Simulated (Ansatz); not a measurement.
**HCl: molecular dynamics (part 2 of 2)**

Continued. System: HCl (disordered cell, 12 atoms in the cell). Method: DFT PBE, scalar-relativistic, plane waves, PAW, no spin polarisation (Ansatz 0.2.0); cutoff 420 eV, 1×1×1 k-mesh, Fermi–Dirac smearing of 0.02 eV. It belongs to a series of runs on one base structure; here: dynamics from the last frame of the run before.

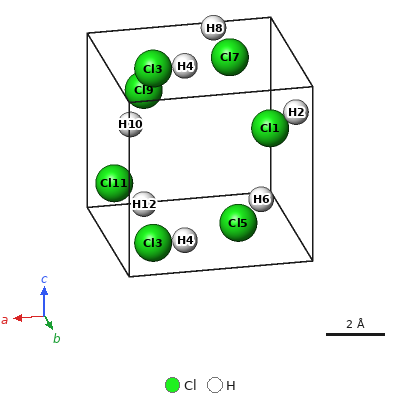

Fig. 1: The geometry at step 213 of the log (spheres-only view of the cell of the calculation, seen at an oblique angle; atoms are numbered from 1 in the order of the input).

### Output, continued
```
--- Forces (eV/Å), atoms counted from 1 ---
  atom   1  Cl    -3.00409685    -1.28710954     1.53113146
  atom   2  H      2.12278857     1.22509629    -1.52093756
  atom   3  Cl     0.42830766     0.57859479    -1.16368916
  atom   4  H     -0.12477471    -1.21150303     1.86976996
  atom   5  Cl     0.89818354     0.54694204    -0.02245002
  atom   6  H     -0.64689480    -0.04615239    -0.59362711
  atom   7  Cl     0.16354520    -0.12861241     1.02169889
  atom   8  H      0.04291094    -0.13241243    -0.64512911
  atom   9  Cl     0.71353926     0.40103816    -1.10359905
  atom  10  H     -0.38439837     0.09907171     0.35193757
  atom  11  Cl    -0.29764932    -0.19090129     0.47231468
  atom  12  H      0.08856086     0.14596277    -0.19743650
  max |Σ_I F_I| component: 2.20e-5 eV/Å
--- MD trajectory: 400 steps, t = 0.0 → 200.0 fs ---
  final state: T = 1057.6 K   F+E_penalty+E_count = -6576.25139595 eV   E_kin = 1.503784 eV
  conserved energy: peak-to-peak 1.357e-2 eV (1.131e-3 eV/atom) over 200.0 fs
```

### Trajectory as extended XYZ (Å, eV, eV/Å), 16 of the 401 frames kept, from step=0 to step=400
```
12
Lattice="6.5061 0.0000 0.0000 0.0000 6.5061 0.0000 0.0000 0.0000 6.5061" Properties=species:S:1:pos:R:3:forces:R:3 step=0 time_fs=0.0 energy=-6576.88161 temperature=1500.0
Cl    6.8584    4.3645    3.7068    2.3333  -0.0107  -1.0083
H     8.1520    4.4675    3.0324   -2.3526   0.0513   0.9313
Cl    4.8597    3.6546    6.4494   -1.0225   1.7336   1.3406
H     4.3214    4.6686    7.2774    1.0485  -1.7296  -1.4416
Cl    2.6471    5.6413    1.7036   -0.0238   0.6471   0.3463
H     2.5080    6.6634    2.5420    0.1562  -0.5914  -0.4736
Cl    1.5760    1.6420    5.3889    0.3036  -0.4137   0.1447
H     1.5198    2.7291    4.6944   -0.1836   0.3681  -0.1585
Cl    4.8418    0.0792    4.6383   -0.3857   0.2423   0.2264
H     4.1087    0.8875    5.3606    0.1192  -0.0636  -0.2786
Cl   -0.1619    1.3455    1.5488   -0.1225  -0.6847   0.9807
H    -0.4725    0.7200    2.6783    0.1300   0.4512  -0.6093
12
Lattice="6.5061 0.0000 0.0000 0.0000 6.5061 0.0000 0.0000 0.0000 6.5061" Properties=species:S:1:pos:R:3:forces:R:3 step=27 time_fs=13.5 energy=-6576.62295 temperature=1318.8
Cl    6.9273    4.2687    3.8326    2.2486   0.2650  -1.6717
H     8.1429    4.3657    3.0115   -2.3217  -0.0341   1.1901
Cl    4.8964    3.6476    6.4558    0.2674   1.8006   2.3608
H     5.0745    4.5045    7.6095   -0.3471  -1.7178  -2.4215
Cl    2.6076    5.8040    1.6517    0.1118  -0.3510  -0.0975
H     2.6125    6.2712    2.8524    0.1966   0.2837   0.2572
Cl    1.5620    1.6756    5.4765    0.6133  -0.5915   0.2640
H     1.1659    2.4352    4.5198   -0.1927   0.4092  -0.3484
Cl    4.8666    0.1077    4.5223   -0.2351  -0.0022   0.0743
H     4.4888    1.3107    4.7917   -0.1266   0.0569   0.0287
Cl   -0.2796    1.2486    1.5105   -0.4899   0.7480  -0.5024
H     0.0859    0.3675    2.3231    0.2754  -0.8668   0.8665
12
Lattice="6.5061 0.0000 0.0000 0.0000 6.5061 0.0000 0.0000 0.0000 6.5061" Properties=species:S:1:pos:R:3:forces:R:3 step=53 time_fs=26.5 energy=-6576.41113 temperature=1171.1
Cl    7.0002    4.1814    3.9429    1.3303   0.6960  -2.8254
H     7.7859    4.4039    2.7135   -1.3826  -0.2861   2.3147
Cl    4.9278    3.6497    6.4703    1.6746   1.2129   2.1972
H     5.7967    4.1595    7.5233   -1.8491  -1.0777  -2.2419
Cl    2.5750    5.9568    1.6150   -0.1298  -0.3781  -0.3598
H     3.0201    6.0019    2.8211    0.3437   0.1588   0.4969
Cl    1.5676    1.6992    5.5511    0.9301  -0.5722   0.4846
H     0.8444    2.1197    4.5914   -0.2951   0.2511  -0.4941
Cl    4.8749    0.1464    4.4177   -0.2990  -0.2963   0.2562
H     4.7959    1.4020    4.1684   -0.1148   0.2281  -0.0763
Cl   -0.3957    1.1437    1.4931   -1.7042   1.5954  -0.5138
H     0.4024    0.2845    1.8569    1.4958  -1.5319   0.7617
12
Lattice="6.5061 0.0000 0.0000 0.0000 6.5061 0.0000 0.0000 0.0000 6.5061" Properties=species:S:1:pos:R:3:forces:R:3 step=80 time_fs=40.0 energy=-6576.32692 temperature=1111.6
Cl    7.0748    4.1063    4.0276    0.3689   0.9493  -3.0921
H     7.3249    4.4835    2.6695   -0.3295  -0.5665   2.6409
Cl    4.9590    3.6625    6.4932    2.3330   0.2789   1.0819
H     6.2809    3.6525    7.0456   -2.5932  -0.0901  -1.1646
Cl    2.5517    6.1015    1.5917   -0.2464  -0.3038  -0.6641
H     3.4982    5.9657    2.4426    0.4479  -0.0571   0.6895
Cl    1.5986    1.7080    5.6260    0.6306  -0.2763   0.2088
H     0.6691    1.7838    4.7415   -0.1550  -0.0187  -0.0839
Cl    4.8662    0.1905    4.3180   -0.4257  -0.2156   0.4488
H     4.9791    1.2019    3.5256   -0.0070   0.0610   0.0235
Cl   -0.5200    1.0307    1.4848   -2.5183   1.3495  -0.2133
H     0.5749    0.5031    1.4533    2.4946  -1.1108   0.1245
12
Lattice="6.5061 0.0000 0.0000 0.0000 6.5061 0.0000 0.0000 0.0000 6.5061" Properties=species:S:1:pos:R:3:forces:R:3 step=107 time_fs=53.5 energy=-6576.44753 temperature=1194.3
Cl    7.1458    4.0461    4.0809    0.0366   1.0328  -2.0476
H     7.0345    4.6987    2.8943    0.1072  -0.7113   1.4390
Cl    4.9929    3.6874    6.5210    1.7249  -0.7682  -0.2623
H     6.2275    3.0491    6.3045   -1.9709   1.0579   0.3773
Cl    2.5478    6.2234    1.5675   -1.0785  -0.2807  -0.7971
H     3.6230    6.0817    2.1905    1.1048  -0.3182   0.9843
Cl    1.6502    1.7046    5.7008   -0.4261  -0.1652  -0.3454
H     0.5654    1.3504    5.0313    0.4233   0.0026   0.2501
Cl    4.8360    0.2310    4.2351   -0.5118  -0.3659   1.0716
H     5.1654    0.8192    3.1210    0.1676   0.2212   0.2188
Cl   -0.6389    0.9232    1.4630   -1.6833   0.0264  -0.8918
H     0.5899    1.0210    1.3813    2.1061   0.2686   0.0031
12
Lattice="6.5061 0.0000 0.0000 0.0000 6.5061 0.0000 0.0000 0.0000 6.5061" Properties=species:S:1:pos:R:3:forces:R:3 step=133 time_fs=66.5 energy=-6576.64999 temperature=1334.7
Cl    7.2199    4.0023    4.1007    0.0686   0.4038  -0.7013
H     6.7767    4.9142    3.2799    0.0884  -0.2167   0.1975
Cl    5.0287    3.7154    6.5486    0.3398  -0.9376  -0.9044
H     5.5793    2.7987    5.7055   -0.7115   1.2188   1.0028
Cl    2.5541    6.3168    1.5418   -0.7005  -0.2088  -0.6776
H     3.4455    6.0557    2.3915    0.7212  -0.3274   1.0402
Cl    1.6971    1.6959    5.7645   -0.4919  -0.4644  -0.4145
H     0.7243    0.8453    5.4684    0.5713   0.4306   0.0985
Cl    4.7841    0.2563    4.1953   -0.3951  -0.3203   1.1172
H     5.5242    0.6503    3.1836   -0.0983   0.0831   0.0537
Cl   -0.7240    0.8333    1.4006   -0.9472  -0.8822  -0.8778
H     0.2376    1.6078    1.4842    1.5551   1.2211   0.0658
12
Lattice="6.5061 0.0000 0.0000 0.0000 6.5061 0.0000 0.0000 0.0000 6.5061" Properties=species:S:1:pos:R:3:forces:R:3 step=160 time_fs=80.0 energy=-6576.52694 temperature=1246.6
Cl    7.3004    3.9722    4.0933    1.3259  -1.6333   0.1792
H     6.6009    4.9406    3.8161   -1.3700   1.9193  -0.5487
Cl    5.0545    3.7426    6.5696   -0.2188   0.5550   0.2815
H     4.7171    3.0862    5.5241   -0.0121  -0.3190  -0.2320
Cl    2.5727    6.3876    1.5299   -0.3166  -0.1935  -0.5446
H     2.8592    5.9920    2.6900    0.3012  -0.4484   0.9404
Cl    1.7411    1.6807    5.8161   -0.2603  -0.8383  -0.3254
H     1.2006    0.4722    5.9348    0.3649   0.8941  -0.0889
Cl    4.7133    0.2682    4.2026   -0.3566  -0.2330   0.9828
H     5.6964    0.6031    3.4348    0.0384   0.0804  -0.3066
Cl   -0.7758    0.7627    1.3020    0.3467  -0.0072  -0.2257
H    -0.4147    1.9852    1.4516    0.1572   0.2238  -0.1120
12
Lattice="6.5061 0.0000 0.0000 0.0000 6.5061 0.0000 0.0000 0.0000 6.5061" Properties=species:S:1:pos:R:3:forces:R:3 step=187 time_fs=93.5 energy=-6576.29217 temperature=1085.6
Cl    7.3746    3.9615    4.0675    2.4388  -2.0643  -1.2222
H     6.5530    4.7851    4.3651   -2.4916   2.5033   0.8707
Cl    5.0603    3.7798    6.5775    2.4337   1.3176   1.8480
H     4.1421    3.4325    5.8841   -2.6841  -1.1671  -1.9074
Cl    2.5935    6.4280    1.5492    0.0787  -0.9670   1.3097
H     2.1943    5.8444    2.6485    0.0349  -0.0387  -0.3462
Cl    1.7860    1.6605    5.8470   -0.0341  -0.1798  -0.5848
H     1.7877    0.4343    6.3513   -0.1360   0.6380  -0.3177
Cl    4.6364    0.2698    4.2498   -0.3595  -0.3106   0.7012
H     5.5445    0.6120    3.4056    0.1687   0.1048  -0.4125
Cl   -0.7998    0.7130    1.1962    0.2462   1.3325   0.1473
H    -1.1431    2.0224    1.1201    0.3043  -1.1686  -0.0863
12
Lattice="6.5061 0.0000 0.0000 0.0000 6.5061 0.0000 0.0000 0.0000 6.5061" Properties=species:S:1:pos:R:3:forces:R:3 step=213 time_fs=106.5 energy=-6576.19805 temperature=1020.9
Cl    7.4382    3.9772    4.0295    2.9240  -1.4313  -2.9300
H     6.6333    4.4597    4.7530   -3.0061   1.8191   2.4869
Cl    5.0444    3.8258    6.5748    3.3902   0.6343   0.2305
H     3.8712    3.6131    6.4832   -3.7934  -0.6019  -0.4368
Cl    2.6164    6.4208    1.6272   -0.3833  -1.7291   1.5981
H     1.6352    5.6627    2.1148    0.6206   0.4694  -0.2169
Cl    1.8276    1.6579    5.8403    0.0223   0.6448  -0.8269
H     2.1676    0.6044    6.5554   -0.3104   0.2198  -0.3312
Cl    4.5633    0.2607    4.3140   -0.2583  -0.3552   0.5798
H     5.1158    0.6113    3.2135    0.2040   0.1336  -0.4543
Cl   -0.8021    0.6863    1.1024   -0.2946   0.8531  -0.0395
H    -1.6363    1.6169    0.6206    0.8850  -0.6566   0.3404
12
Lattice="6.5061 0.0000 0.0000 0.0000 6.5061 0.0000 0.0000 0.0000 6.5061" Properties=species:S:1:pos:R:3:forces:R:3 step=240 time_fs=120.0 energy=-6576.00979 temperature=890.2
Cl    7.5001    4.0135    3.9793    3.2712  -0.0418  -3.4827
H     6.6686    4.0888    4.8070   -3.3990   0.3135   3.1729
Cl    5.0022    3.8713    6.5669    4.0962  -0.0427  -1.5411
H     3.8899    3.8606    6.9582   -4.3165   0.0003   1.3988
Cl    2.6358    6.3468    1.7715   -1.4662  -1.4422  -0.0522
H     1.4663    5.7613    1.4441    1.1236   0.5180   0.5091
Cl    1.8682    1.6970    5.7879   -0.0401   0.5223  -0.4684
H     2.2576    0.7323    6.5681   -0.0145   0.0545   0.0113
Cl    4.4889    0.2411    4.3827    0.0265  -0.5760   0.6857
H     4.5745    0.5558    3.1600    0.2145   0.3387  -0.6783
Cl   -0.7901    0.6715    1.0208   -0.8676   0.9008  -0.8067
H    -1.6756    1.1280    0.0669    1.3718  -0.5454   1.2515
12
Lattice="6.5061 0.0000 0.0000 0.0000 6.5061 0.0000 0.0000 0.0000 6.5061" Properties=species:S:1:pos:R:3:forces:R:3 step=267 time_fs=133.5 energy=-6576.50255 temperature=1229.9
Cl    7.5578    4.0637    3.9217    1.3552   0.7673  -1.1344
H     6.5542    3.7303    4.5590   -1.5866  -0.5380   0.9460
Cl    4.9507    3.9116    6.5587    1.2071  -0.4707  -0.8557
H     3.9052    4.1998    7.1707   -1.3494   0.4296   0.7056
Cl    2.6325    6.2230    1.9306   -1.4305  -0.8179  -0.9733
H     1.5549    5.9682    1.1503    0.8847   0.2131   0.9462
Cl    1.9056    1.7648    5.7114   -0.2248   0.5910  -0.4028
H     2.3282    0.9190    6.5700    0.2251  -0.2427   0.3617
Cl    4.4178    0.2033    4.4465   -0.0036  -0.6289  -0.1940
H     4.2978    0.7331    3.2772    0.1706   0.3334   0.0464
Cl   -0.7664    0.6718    0.9585   -0.0140   0.2001  -1.2203
H    -1.2070    0.6823   -0.3664    0.7662   0.1638   1.7743
12
Lattice="6.5061 0.0000 0.0000 0.0000 6.5061 0.0000 0.0000 0.0000 6.5061" Properties=species:S:1:pos:R:3:forces:R:3 step=293 time_fs=146.5 energy=-6576.75938 temperature=1410.5
Cl    7.5984    4.1218    3.8630   -0.4927   0.0647  -0.1842
H     6.5429    3.4204    4.1135    0.0637   0.0460   0.0744
Cl    4.8924    3.9460    6.5498    0.1008  -0.2573  -0.2461
H     4.0092    4.6379    7.1801   -0.2746   0.2315   0.1445
Cl    2.6094    6.0769    2.0714   -0.9107   0.0623  -1.1189
H     1.5293    6.1027    1.2662    0.7202  -0.0906   0.7663
Cl    1.9384    1.8437    5.6343   -0.2582   0.3583  -0.1391
H     2.4987    1.2117    6.5937    0.2413  -0.2818   0.3764
Cl    4.3539    0.1468    4.4924    0.4696   0.2973  -0.5814
H     4.2773    1.1974    3.7072   -0.0612  -0.5124   0.4289
Cl   -0.7231    0.6795    0.9144    0.9018  -0.2514  -1.3933
H    -0.4190    0.4867   -0.4263   -0.4999   0.3335   1.8724
12
Lattice="6.5061 0.0000 0.0000 0.0000 6.5061 0.0000 0.0000 0.0000 6.5061" Properties=species:S:1:pos:R:3:forces:R:3 step=320 time_fs=160.0 energy=-6576.39531 temperature=1156.6
Cl    7.6145    4.1842    3.7957   -2.3573  -2.0146  -0.2047
H     6.6655    3.1655    3.7155    1.4924   1.6693   0.2977
Cl    4.8208    3.9812    6.5407   -0.4180   0.4930   0.3260
H     4.1988    5.0470    7.0353    0.3140  -0.7591  -0.3674
Cl    2.5810    5.9275    2.1909   -0.2063   0.8014  -1.0616
H     1.3870    6.0680    1.6475    0.4108  -0.1915   0.1921
Cl    1.9711    1.9302    5.5672   -0.2275   0.1271   0.1947
H     2.6858    1.5178    6.5523    0.1310  -0.2007   0.2629
Cl    4.3098    0.0857    4.5238    0.5924   1.0317  -0.0574
H     4.1586    1.4126    4.4846    0.0228  -1.1492  -0.0217
Cl   -0.6538    0.6878    0.8820    1.3351  -0.2156  -0.5786
H     0.2531    0.4817   -0.1201   -1.0895   0.4083   1.0179
12
Lattice="6.5061 0.0000 0.0000 0.0000 6.5061 0.0000 0.0000 0.0000 6.5061" Properties=species:S:1:pos:R:3:forces:R:3 step=347 time_fs=173.5 energy=-6575.69221 temperature=664.2
Cl    7.5865    4.2248    3.7275   -2.7946  -3.4944   0.1162
H     6.7893    3.0160    3.6105    1.3923   2.4815   0.4440
Cl    4.7469    4.0073    6.5343   -0.6295   1.7932   0.5866
H     4.3054    5.3227    6.7540    0.7328  -2.3491  -0.5083
Cl    2.5628    5.8152    2.2649    0.9298   1.2159  -1.1739
H     1.3028    5.8019    2.0215   -0.3035   0.0044  -0.3384
Cl    2.0025    2.0182    5.5225    0.0502   0.0014   0.6857
H     2.7551    1.7067    6.5391   -0.2437   0.0784   0.0636
Cl    4.2990    0.0326    4.5525    0.5446   0.5842   0.2962
H     3.9496    1.1540    5.1508    0.2751  -0.5357  -0.6516
Cl   -0.5638    0.6965    0.8715    0.8586   0.1364   0.2842
H     0.5868    0.7603    0.1940   -0.8121   0.0838   0.1957
12
Lattice="6.5061 0.0000 0.0000 0.0000 6.5061 0.0000 0.0000 0.0000 6.5061" Properties=species:S:1:pos:R:3:forces:R:3 step=373 time_fs=186.5 energy=-6575.74615 temperature=702.7
Cl    7.5027    4.2132    3.6774   -2.9226  -3.3581   0.7704
H     6.6220    3.0559    3.9028    1.5860   2.5169  -0.3063
Cl    4.6812    4.0136    6.5392   -0.3004   1.8145  -0.0166
H     4.3745    5.4056    6.2435    0.6127  -2.5621   0.1736
Cl    2.5709    5.7630    2.2772    1.3255   1.1204  -0.8023
H     1.3540    5.5707    1.9766   -0.7519   0.0107  -0.5675
Cl    2.0326    2.1033    5.5071    0.2538  -0.1075   1.0696
H     2.5772    1.9459    6.6980   -0.1782   0.1595  -0.4126
Cl    4.3217   -0.0172    4.5789    0.5269   0.2622   0.0582
H     3.8543    0.9340    5.3327    0.0074   0.0726  -0.3500
Cl   -0.4662    0.7087    0.8899    0.4422   0.2574   0.2858
H     0.5830    1.2043    0.2434   -0.6015  -0.1867   0.0977
12
Lattice="6.5061 0.0000 0.0000 0.0000 6.5061 0.0000 0.0000 0.0000 6.5061" Properties=species:S:1:pos:R:3:forces:R:3 step=400 time_fs=200.0 energy=-6576.25140 temperature=1057.6
Cl    7.3550    4.1488    3.6430   -3.0041  -1.2871   1.5311
H     6.2764    3.5226    4.4252    2.1228   1.2251  -1.5209
Cl    4.6241    4.0004    6.5630    0.4283   0.5786  -1.1637
H     4.5491    5.0088    5.4970   -0.1248  -1.2115   1.8698
Cl    2.6027    5.7575    2.2370    0.8982   0.5469  -0.0224
H     1.6375    5.5753    1.4362   -0.6469  -0.0462  -0.5936
Cl    2.0667    2.1884    5.5237    0.1635  -0.1286   1.0217
H     2.3543    2.3325    6.8060    0.0429  -0.1324  -0.6451
Cl    4.3740   -0.0605    4.5975    0.7135   0.4010  -1.1036
H     3.7128    0.9087    5.1687   -0.3844   0.0991   0.3519
Cl   -0.3613    0.7271    0.9317   -0.2976  -0.1909   0.4723
H     0.1964    1.5727    0.1398    0.0886   0.1460  -0.1974
```

The run was set up as follows.

### Input
```yaml
crystal:
  lattice:
    - [6.506109, 0.0, 0.0]
    - [0.0, 6.506109, 0.0]
    - [0.0, 0.0, 6.506109]
  atoms:
    - { symbol: Cl, position: [1.05414507, 0.6708282, 0.56974273] }
    - { symbol: H, position: [1.25297818, 0.686665, 0.46608375] }
    - { symbol: Cl, position: [0.74694494, 0.56172536, 0.99128599] }
    - { symbol: H, position: [0.66420021, 0.71757423, 1.11855098] }
    - { symbol: Cl, position: [0.40686275, 0.86707306, 0.26183864] }
    - { symbol: H, position: [0.38547881, 1.0241734, 0.39071515] }
    - { symbol: Cl, position: [0.24222761, 0.2523814, 0.82828787] }
    - { symbol: H, position: [0.23360314, 0.41946298, 0.72154203] }
    - { symbol: Cl, position: [0.74418971, 0.0121794, 0.71290776] }
    - { symbol: H, position: [0.63151847, 0.13641578, 0.82393308] }
    - { symbol: Cl, position: [-0.02488132, 0.20679805, 0.23805418] }
    - { symbol: H, position: [-0.0726268, 0.11066229, 0.41165589] }
basis:
  ecutwfc: 420.0
kpoints:
  mp_grid: { grid: [1, 1, 1] }
hamiltonian:
  xc: pbe
scf:
  occupations: { method: fermi_dirac, width: 0.02 }
  lower_state_search: "off"
md:
  timestep: 0.5
  n_steps: 400
  ensemble: nve
  temperature: 1500.0
  initial_velocities: maxwell_boltzmann
  seed: 422908
```

Run as:
```bash
ansatz run input.yaml --threads 1 --pin off --max-ram 3072MiB --backend cpu --events-out ev --progress --plain --runs-dir out
```

### Results in brief

- outcome: finished
- mean temperature over the second half: 1043 K
- trajectory: 400 steps, 200 fs
- ensemble: nve
- temperature in the input: 1500.0 K
- time step: 0.5 fs
- electrons treated: 48
- potential energy (free energy of the electrons) (last step): −6576.2514 eV
- Fermi energy (last step): 0.395 eV
- largest force (length of the vector) (last step): 3.609 eV/Å
- hardware: 1 thread of Intel Xeon (Sapphire Rapids), 16 GiB of memory available, shared host
- wall time: 4 min
- peak memory: 0.41 GiB

### Notes

The k-point mesh is coarse for a cell of this size, so the results may not be converged. So short a trajectory is not equilibrated.
